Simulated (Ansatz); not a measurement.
Density of states of Ag₃Sn (Pm-3n, 8 atoms in the cell).

```xyz
8
Lattice="5.1819 0.0000 0.0000 0.0000 5.1819 0.0000 0.0000 0.0000 5.1819" Properties=species:S:1:pos:R:3 pbc="T T T"
Ag     1.2955     0.0000     2.5909
Ag     3.8864     0.0000     2.5909
Ag     0.0000     2.5909     1.2955
Ag     0.0000     2.5909     3.8864
Ag     2.5909     1.2955     0.0000
Ag     2.5909     3.8864     0.0000
Sn     0.0000     0.0000     0.0000
Sn     2.5909     2.5909     2.5909
```

Computed with PBE (plane waves, PAW; Ansatz, a first-principles code).

SCF settings: kpoints.mp_grid.grid = 5 5 5; hamiltonian.xc = pbe; hamiltonian.pseudopotentials = {kind: paw} (the program's default PAW files); scf.occupations.method = gaussian; scf.occupations.width = 0.2 eV. Keys of the DOS step: output.dos.nscf_kmesh.grid = 8 8 8.

The starting cell was generated: these elements placed on a structure prototype, without a prior relaxation; it need not be a known phase or ordering of this composition.

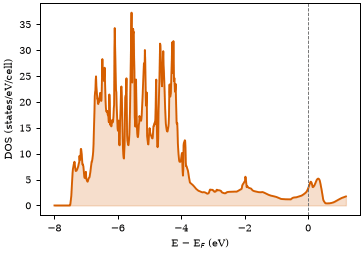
Figure: Total density of states, both spins summed.

Total DOS (both spins), as means of the tabulated values in each energy bin; the zero is the program's Fermi level or highest filled level, and the curve is cut to this window:

```tsv
E (eV)	states/eV/cell
-7.80	0.00
-7.40	4.73
-7.00	6.95
-6.60	20.9
-6.20	19.3
-5.80	15.8
-5.40	21.4
-5.00	17.3
-4.60	20.7
-4.20	18.9
-3.80	7.03
-3.40	2.83
-3.00	2.78
-2.60	2.59
-2.20	3.11
-1.80	3.36
-1.40	2.40
-1.00	1.60
-0.60	1.29
-0.20	2.06
0.20	4.35
0.60	0.92
1.00	1.22
```

Around zero the curve holds about 3.3 states/eV/cell.

Keys are those of Ansatz 0.2.
